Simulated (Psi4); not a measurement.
# H3NS (Thiohydroxylamine) at CCSD/3-21G

Aim: a structure relaxation of H3NS (Thiohydroxylamine). 

Program for the calculation: Psi4 1.11.

## (1) The system as given

H3NS: 5 atoms, total charge 0, spin state singlet. As SMILES, `NS`. The shape is that of a GFN2-xTB optimisation. The run starts from this shape.

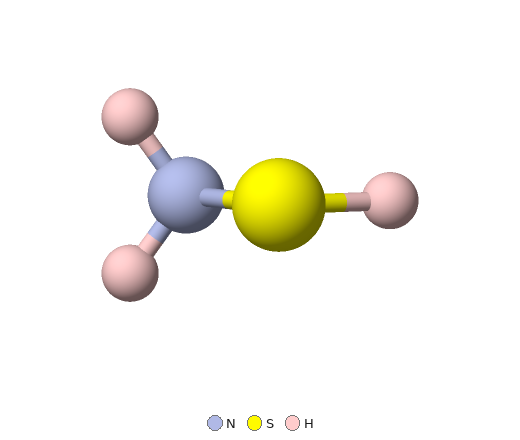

The structure, seen from a chosen angle (nitrogen light blue, sulfur yellow, hydrogen pink).

## (2) A structure relaxation at CCSD/3-21G

Input file run.py:

```python
import psi4

psi4.set_memory('1600 MB')
psi4.set_num_threads(1)
psi4.core.set_output_file('run.log', False)

mol = psi4.geometry("""
0 1
N     -0.162760    -0.507400    -0.231700
S      0.168270     0.954370     0.610330
H      0.015040    -1.300690     0.375430
H     -1.135990    -0.524720    -0.519210
H      1.115440     1.378440    -0.234860
""")

psi4.set_options(dict(basis='3-21G', scf_type='pk', geom_maxiter=50, g_convergence='gau'))

result, w = psi4.optimize('ccsd', return_wfn=True)
print('E =', round(result, 9))
print(mol.to_string(dtype='xyz', units='Angstrom'))
```

The run is started by

```
$ python run.py
```

run.log:

```text
gradient() will perform analytic gradient computation.

   => Loading Basis Set <=

    Name: 3-21G
    Role: ORBITAL
    Keyword: BASIS

         ---------------------------------------------------------
                                   SCF
                              RHF Reference
                        1 Threads,   1525 MiB Core
         ---------------------------------------------------------

  ==> Geometry <==

    Molecular point group: c1
    Full point group: C1

    Geometry (in Angstrom), charge = 0, multiplicity = 1:

       Center              X                  Y                   Z               Mass
    ------------   -----------------  -----------------  -----------------  -----------------
         N           -0.225930084346    -0.975934790023    -0.555941764227    14.003074004430
         S            0.105099915654     0.485835209977     0.286088235773    31.972071174400
         H           -0.048130084346    -1.769224790023     0.051188235773     1.007825032230
         H           -1.199160084346    -0.993254790023    -0.843451764227     1.007825032230
         H            1.052269915654     0.909905209977    -0.559101764227     1.007825032230

  Running in c1 symmetry.

  Rotational constants: A =      4.89234  B =      0.47606  C =      0.46687 [cm^-1]
  Rotational constants: A = 146668.63899  B =  14271.97721  C =  13996.46912 [MHz]
  Nuclear repulsion =   57.857555781224306

  Charge       = 0
  Multiplicity = 1
  Electrons    = 26
  Nalpha       = 13
  Nbeta        = 13

  ==> Algorithm <==

  SCF Algorithm Type is PK.
  DIIS enabled.
  MOM disabled.
  Fractional occupation disabled.
  Guess Type is SAD.
  Energy threshold   = 1.00e-10
  Density threshold  = 1.00e-10
  Integral threshold = 1.00e-12

  ==> Primary Basis <==

[... 62 lines left out ...]
   @RHF iter   8:  -451.40566969434190   -8.06807e-09   4.74999e-07 DIIS
[... 155 lines left out ...]
	Two-electron energy          =    228.76615595931835
[... 394 lines left out ...]
                        Total Energy        Delta E     RMS |[F,P]|
[... 32 lines left out ...]
    Total Energy =                       -451.4072894269596077
[... 204 lines left out ...]
    Singles CCSD correlation energy           =    0.000000000000000
[... 288 lines left out ...]
   @RHF iter  11:  -451.40813441847251    3.41061e-13   1.99733e-10 DIIS
[... 186 lines left out ...]
    Iterations converged.
[... 317 lines left out ...]
   @RHF iter   3:  -451.40772856565809   -7.40238e-06   4.95103e-05 DIIS
[... 126 lines left out ...]
	Frozen core energy     =      0.00000000000000
[... 284 lines left out ...]
	                                 ==> Convergence Check <==
[... 124 lines left out ...]
    Nuclear Repulsion Energy =             55.0001314909928922
[... 203 lines left out ...]
      * MP2 total energy                      = -451.582580992618148
[... 289 lines left out ...]
   @RHF iter   8:  -451.40700618062783   -1.42109e-12   6.53023e-09 DIIS
[... 155 lines left out ...]
    R_Convergence   =     1.0e-07
[... 348 lines left out ...]
   @RHF iter   1:  -451.40691206542544   -9.03414e-04   1.75713e-05 DIIS
[... 84 lines left out ...]
 OEINTS: Overlap, kinetic, potential, dipole, and quadrupole integrals
[... 240 lines left out ...]
	Iterations converged.
[... 94 lines left out ...]
	        --- Internal Coordinate Step in ANG or DEG, aJ/ANG or AJ/DEG ---
	-------------------------------------------------------------------------------
	           Coordinate      Previous         Force          Change          New
	           ----------      --------        ------          ------        ------
	               R(1,2)       1.84138        0.00027       -0.00019       1.84119
	               R(1,3)       1.02620       -0.00017       -0.00007       1.02613
	               R(1,4)       1.02620       -0.00016       -0.00007       1.02613
[... 6 lines of this table left out ...]
	           D(4,1,2,5)    -120.55135        0.00000        0.02670    -120.52465
	-------------------------------------------------------------------------------

	                                 ==> Convergence Check <==

	Measures of convergence in internal coordinates in au.

	Criteria marked as inactive (o), active & met (*), and active & unmet ( ).

	----------------------------------------------------------------------------------------------
	   Step    Total Energy     Delta E     Max Force     RMS Force      Max Disp      RMS Disp
	----------------------------------------------------------------------------------------------
	  Convergence Criteria              o    4.50e-04 *    3.00e-04 *    1.80e-03 *    1.20e-03 *
	----------------------------------------------------------------------------------------------
	     7    -451.60384140   -7.18e-07 o    3.95e-05 *    2.79e-05 *    8.01e-04 *    4.52e-04 *  ~
	----------------------------------------------------------------------------------------------

Next Geometry in Ang
	Fragment 1 (Ang)

	    N  -0.2509572341  -1.0498932816  -0.5885694813
	    S   0.1166826654   0.5197102279   0.3009086370
	    H  -0.0699185276  -1.8269818023   0.0566417471
	    H  -1.2415956618  -1.0355296496  -0.8557190407
	    H   1.0931239093   0.9672665751  -0.5646837204

    Final optimized geometry and variables:
    Molecular point group: c1
    Full point group: C1

    Geometry (in Angstrom), charge = 0, multiplicity = 1:

    N           -0.250683545251    -1.050021244754    -0.588970576604
    S            0.116686824207     0.519621708536     0.300933002696
    H           -0.070103213842    -1.826853830929     0.056790696803
    H           -1.241554025706    -1.035430770364    -0.855516925031
    H            1.092989111891     0.967256206997    -0.564658056121

[set-up sections that repeat, and orbital energies of the middle runs, are left out above]
```

Standard output:

```text
Some dependencies such as QCElemental have not yet finished migration to pydantic v2. If issues are encountered please downgrade pydantic or upgrade QCElemental as appropriate
	Previous geometry is closer to target in internal coordinates, so using that one.

	Best geometry has RMS(Delta(q)) = 6.97e-04

	Previous geometry is closer to target in internal coordinates, so using that one.

	Best geometry has RMS(Delta(q)) = 1.90e-06

	Previous geometry is closer to target in internal coordinates, so using that one.

	Best geometry has RMS(Delta(q)) = 2.15e-07

Optimizer: Optimization complete!
E = -451.603841401
5
0 1 H3NS
N                    -0.250683545251    -1.050021244754    -0.588970576604
S                     0.116686824207     0.519621708536     0.300933002696
H                    -0.070103213842    -1.826853830929     0.056790696803
H                    -1.241554025706    -1.035430770364    -0.855516925031
H                     1.092989111891     0.967256206997    -0.564658056121
```

Run time: 7.2 s. Hardware: 1 thread of Intel Xeon 6975P-C (Granite Rapids), shared host; peak memory 0.21 GiB.

Step by step:

```tsv
step	energy from the first frame kept (eV)	largest force (eV/Å)
0	0.0000	2.6299
1	-0.1454	0.5875
2	-0.1750	0.3357
3	-0.1824	0.1936
4	-0.1855	0.1241
5	-0.1859	0.0222
6	-0.1860	0.0045
```

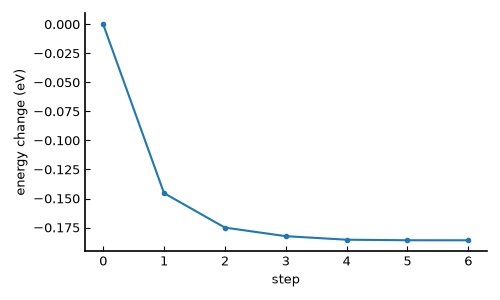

Energy along the run.

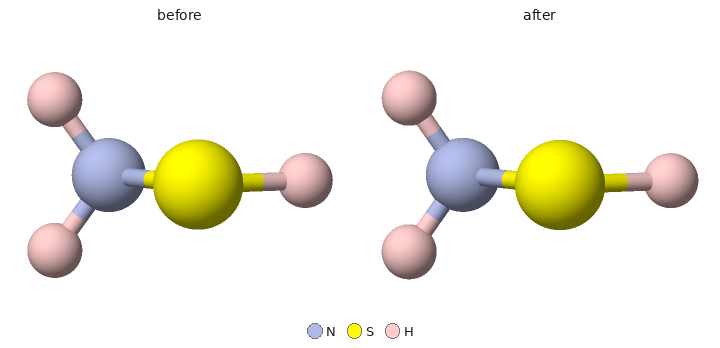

Before and after, at one scale.

After the run. Bond lengths: N1–S2 1.841 Å, N1–H3 1.026 Å, N1–H4 1.026 Å, S2–H5 1.379 Å. Angles: N1–S2–H5 96.6°, S2–N1–H3 107.8°, S2–N1–H4 107.8°, H3–N1–H4 110.1°.

## (3) Outcome

At CCSD/3-21G:

```
                             quantity          value
              total energy at the end  -451.60384 Eh
  HOMO energy (Hartree–Fock orbitals)      -10.31 eV
  LUMO energy (Hartree–Fock orbitals)        4.28 eV
HOMO–LUMO gap (Hartree–Fock orbitals)       14.58 eV
                   correlation energy     -196.9 mEh
                        T1 diagnostic          0.007
```

In words: At the final geometry: Bond lengths: N1–S2 1.841 Å, N1–H3 1.026 Å, N1–H4 1.026 Å, S2–H5 1.379 Å. Angles: N1–S2–H5 96.6°, S2–N1–H3 107.8°, S2–N1–H4 107.8°, H3–N1–H4 110.1°. The optimisation took 7 steps and changed the energy by -0.186 eV.
